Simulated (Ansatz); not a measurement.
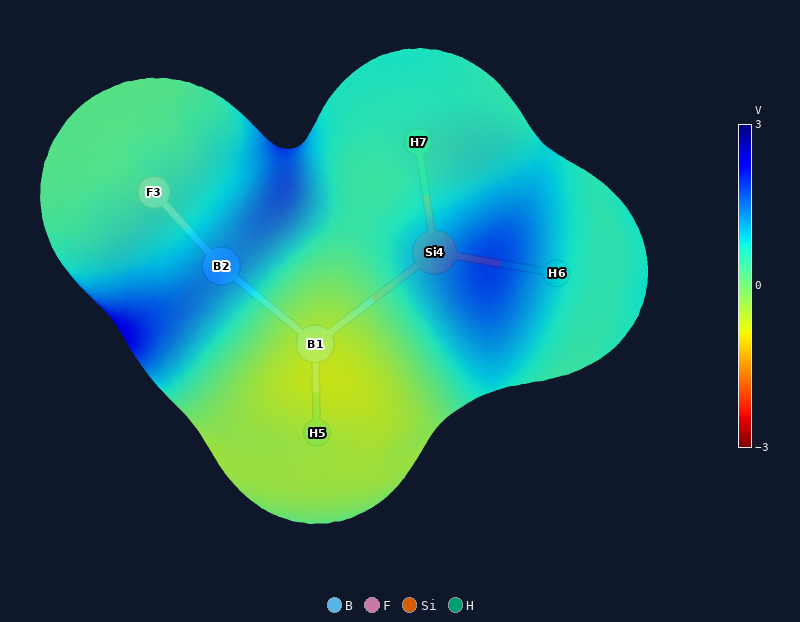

The picture shows: B$_{2}$FH$_{3}$Si. The electrostatic potential painted on the density surface at 0.004 e/bohr³, seen at a tilt; red is negative and blue positive.

Geometry: B3LYP/6-31G*.

The calculation used isolated molecule in a Gaussian basis; Kohn-Sham density functional theory, functional PBE0 in Ansatz.

```xyz
7

B    -2.0990    0.3983   -1.3902
B    -2.0539    1.6330   -0.4671
F    -1.8440    2.6467    0.2899
Si   -0.2532    0.1828   -1.5612
H    -2.9715   -0.2473   -1.8684
H     0.4865   -0.8493   -2.3369
H     0.7172    1.0896   -0.8882
```

> Where is the surface potential most negative and most positive?

The most negative region (about −0.7 V, or −16 kcal/mol for a unit charge) lies over H5, the most positive (about +2.4 V, or +55 kcal/mol for a unit charge) over B2.

> How polar is the molecule by this calculation?

Its dipole moment is 0.99 D.
